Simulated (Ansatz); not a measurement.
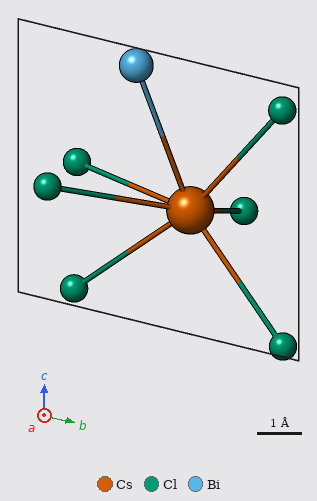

Starting frame of a dynamics run of an amorphous cell of composition CsBiCl₆ (8 atoms in the cell). Style: ball-and-stick. Shown: the simulation cell, along the a axis. Bonds to atoms that aren't drawn are left out.

Theory: DFT, PAW plane waves, PBE in Ansatz.

Input file:
```yaml
crystal:
  lattice:
    - [6.925772, 0.189469, -0.381109]
    - [-0.201666, 6.504492, -0.897668]
    - [-0.266131, -0.652291, 6.199689]
  atoms:
    - { symbol: Cs, position: [0.606738, 0.613632, 0.453553] }
    - { symbol: Cl, position: [0.96979, 0.941234, 0.902109] }
    - { symbol: Cl, position: [0.863739, 0.104312, 0.412391] }
    - { symbol: Cl, position: [0.252838, 0.209473, 0.528729] }
    - { symbol: Cl, position: [0.117355, 0.805017, 0.499558] }
    - { symbol: Cl, position: [0.603958, 0.943776, 0.038319] }
    - { symbol: Cl, position: [0.291628, 0.199037, 0.062975] }
    - { symbol: Bi, position: [0.929576, 0.420845, 0.935604] }
kpoints:
  mp_grid: { grid: [2, 3, 3] }
magnetization:
  spin_polarized: false
scf:
  occupations: { method: cold, width: 0.15 }
hamiltonian:
  pseudopotentials: { kind: paw }
  xc: pbe
basis:
  ecutwfc: 420
md:
  timestep: 0.5
  n_steps: 40
  ensemble: nvt_nose_hoover
  temperature: 100.0
  initial_velocities: maxwell_boltzmann
  seed: 566457
```

Launched with:
```bash
ansatz run input.yaml --threads 2 --pin off --max-ram 2560MiB --backend cpu --events-out ev --progress --plain --runs-dir out
```

**Predict how the run goes.**

Over the second half the temperature averages 534 K (spread ±150 K). That is above the set 100 K, because the structure releases potential energy faster than the thermostat removes it. The potential energy is still drifting at the end, so the run hasn't reached equilibrium. The potential energy in the second half lies on average 50.2 meV per atom below the first frame. In the second half of the run the atoms are, in the root-mean-square, this far from where they began (common drift taken out): Cl 0.06 Å, Bi 0.03 Å, Cs 0.02 Å. The run lasts only 20 fs, too short to tell vibration from diffusion.

Along the run (each row but the first and the last is the mean over the interval that it begins):

```csv
time (fs),potential energy (meV/atom),T (K)
0.0,0.0,100
3.0,-4.7,142
6.0,-12.7,212
9.0,-24.2,313
12.0,-39.0,441
15.0,-56.7,591
18.0,-68.1,684
```

The paths of the atoms, magnified 5 times:

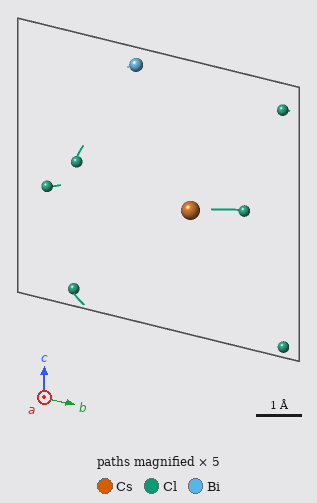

Limits of the set-up: the k-point mesh is coarse for a cell with partly filled bands; the periodic images lie only 6.2 Å apart, so the values are limited by the cell's size.

Cost: 3.9 min on 2 threads of Arm Neoverse N1 (shared host), peak memory 0.58 GiB.
